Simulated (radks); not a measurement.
# Co³⁺ in [Ar] 3d6: an all-electron calculation

Wanted: eigenvalues, radial structure and energy terms of the cobalt ion Co3+.

Program: radks (a radial shooting solver on a logarithmic mesh, Libxc functionals) version 1. Level of theory: non-relativistic Kohn-Sham, BLYP, spin-polarised, spherical densities, point nucleus; open shells are filled with parallel spins first. These are calculated values, not measurements, unless marked.

**1. The atom as given**

* element: cobalt (Z = 27)
* charge: +3
* electrons: 24
* configuration: [Ar] 3d6

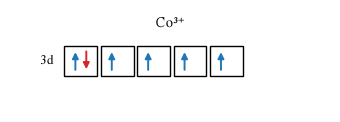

Outer shells as boxes.

**2. Self-consistent calculation**

Settings of this run:

```text
Z 27
configuration [Ar] 3d6 4s0 4p0 4d0 4f0
relativity non-relativistic
functional b88,lyp
spin polarised
nucleus point
```

**Question.** What will this run give?

The runs gave:

| quantity | value |
| --- | --- |
| total energy | -1380.61992 hartree |
| exchange-correlation share of it | 4.22 % |
| −T/E | 0.9993 |
| highest occupied level | 3d down, -42.722 eV |
| most extended occupied level | 3d down, <r> = 0.960 bohr |
| radius at density 0.001 e/bohr³ | 2.70 bohr |
| maxima of the radial density | 3 |
| ionisation energy, NIST | 51.3 (semi-emp.) eV |

What this shows: The radial density shows 3 maxima for 3 occupied principal shells. The ratio −T/E is 0.9993; for a non-relativistic Coulomb system it is 1 up to the kinetic part of correlation. Minus the highest eigenvalue, 42.722 eV, is 83 % of the tabulated ionisation energy (51.3 eV); the potential of a semilocal functional falls off too fast, so its top eigenvalue is too shallow. Open shells are spherical and high-spin; term and fine-structure splittings are not resolved.
